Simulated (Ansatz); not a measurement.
**H6O2Si2 (charge +1, doublet): density, localisation and related maps**

Input

```
crystal:
  periodic: [false, false, false]
  atoms:
    - symbol: O
      position_ang: [0.199595, -0.603435, 1.759262]
    - symbol: O
      position_ang: [-0.047606, 0.549751, -0.745049]
    - symbol: Si
      position_ang: [-0.982226, -0.023703, 0.414774]
    - symbol: Si
      position_ang: [0.877606, 1.184083, -2.041739]
    - symbol: H
      position_ang: [0.628119, -0.001330, 2.397274]
    - symbol: H
      position_ang: [-1.614385, -1.324760, 0.149897]
    - symbol: H
      position_ang: [0.558052, 0.349114, -3.233044]
    - symbol: H
      position_ang: [0.480732, 2.612946, -2.180663]
    - symbol: H
      position_ang: [0.679106, -1.453258, 1.726271]
    - symbol: H
      position_ang: [-1.700633, 0.977062, 1.217787]
basis:
  gaussian: {orbitals: def2-TZVPD}
total_charge: 1
magnetization: {spin_polarized: true, initial_magnetization: 1}
hamiltonian: {xc: {name: PBE0}}
output: {forces: true, orbitals: {seedname: orbitals}}
```

Launched as:

```sh
ansatz run input.yaml --threads 2 --pin off --max-ram 4350MiB --events-out events.jsonl --progress --plain --runs-dir runs
```

Geometry: B3LYP-D3(BJ)/def2-SVP.

Method: isolated molecule in a Gaussian basis; Kohn-Sham density functional theory, functional PBE0 (Ansatz).

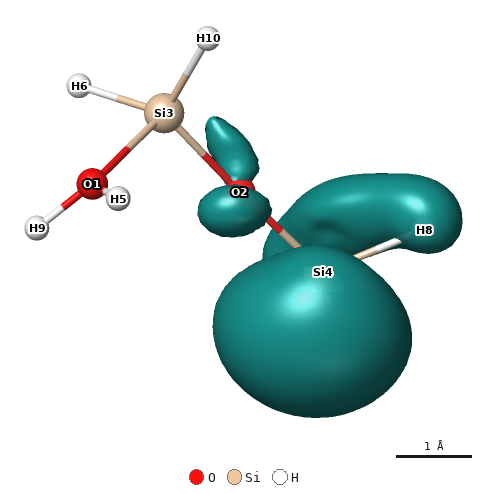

Figure 1. Isosurfaces of the spin density (α minus β) at +0.02 (teal) and −0.02 e/Å³ (pink), seen at an oblique angle.

Which atoms carry the spin?

Answer. The unpaired spin (1 electron) lies mostly on Si4 (about 0.8), in electrons by Hirshfeld's partition. Only one sign reaches the isovalue.

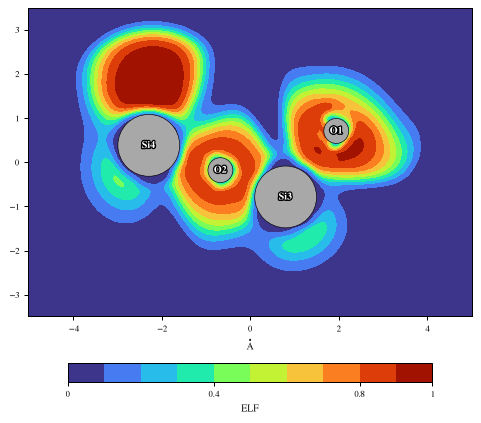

Figure 2. Electron localisation function on the plane of atoms O1, Si3 and O2. Grey discs cover the atomic cores.

What do the fields say about this system?

Answer.
- Atoms in the plane: O and Si.
- Si–O (1.60 Å): the ELF peaks at about 0.85 between the atoms (a polar covalent bond).
- Si–O (1.71 Å): the ELF peaks at about 0.85 between the atoms (a shared but strongly polarised pair).
- The ELF also peaks beside Si4, away from the bonds: non-bonding electrons, paired or unpaired.

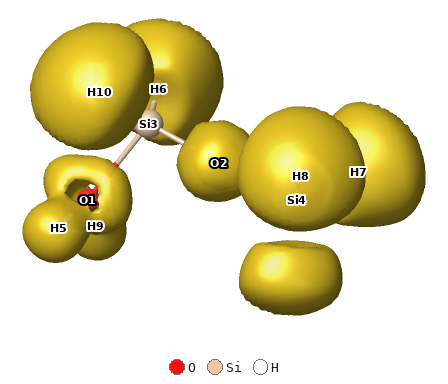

Figure 3. Isosurface of the ELF at 0.8 (yellow), seen at a tilt. Only the valence region is drawn (cores and ρ < 0.01 e/Å³ removed).

Identify the bonds, lone pairs and shells in this picture.

Answer. The ELF exceeds this value in four regions around hydrogen nuclei, one lobe on Si, pointing away from the bonds (non-bonding electrons), one region wrapped around O (its lone pairs, merged into a ring or cap) and one joined region spread over several atoms (H, O), in which their bonds and any lone pairs are merged. Along the contacts the grid gives the following. O–H (0.98 Å): the ELF climbs to about 1 towards the hydrogen, as it does in any bond to H; a covalent bond by its length.

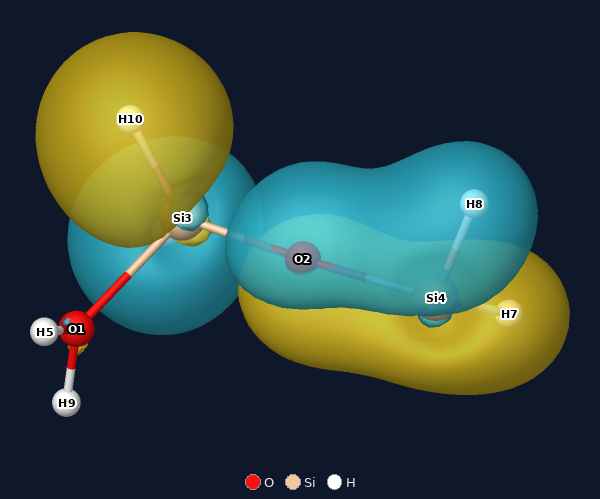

Figure 4. The HOMO−1 (β) at ±0.08 Å⁻³ᐟ² (yellow and cyan are the two phases), seen at a tilt.

Describe this orbital and give its energy.

Answer. It lies mainly on O2 (about 25 %), Si3 (about 20 %), H6 (about 15 %), H10 (about 15 %) and Si4 (about 15 %). Its energy is −14.72 eV.
